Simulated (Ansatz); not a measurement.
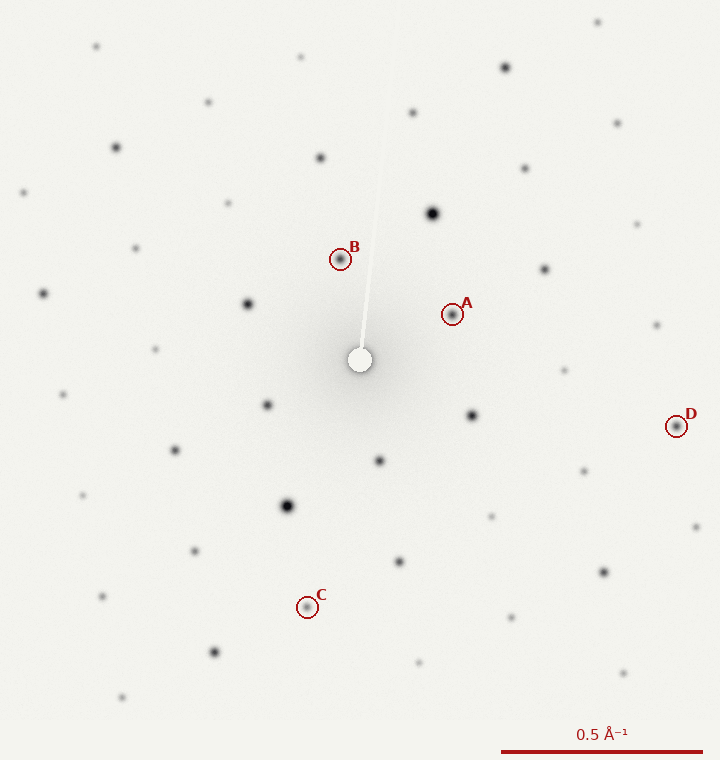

The pattern is a kinematic simulation for 300 kV electrons (no multiple scattering; isotropic B = 0.5 Å²). The zone axis points towards the electron source and the pattern is seen from the source side.

SnP2, space group Imma (No. 74), a = 4.92 Å, b = 7.97 Å, c = 6.42 Å. Structure: coordinates from a relaxation with Ansatz, DFT PBE, scalar-relativistic, plane waves, PAW; the starting structure was generated, so it need not be a known form of this composition.

Spot A is indexed -1 0 -1 and spot B -1 0 1.

### What are the indices of the remaining marked spots?

C = −A − 2B = 3 0 -1 (d = 1.590 Å). D = 3A − 2B = -1 0 -5 (d = 1.242 Å).

### Give [uvw].

The cross product of A and B is parallel to [010]; every spot obeys hu + kv + lw = 0.

### What are the spacings of A and B and the angle between them?

d(A) = 3.907 Å, d(B) = 3.907 Å, and the angle is 75.0°.
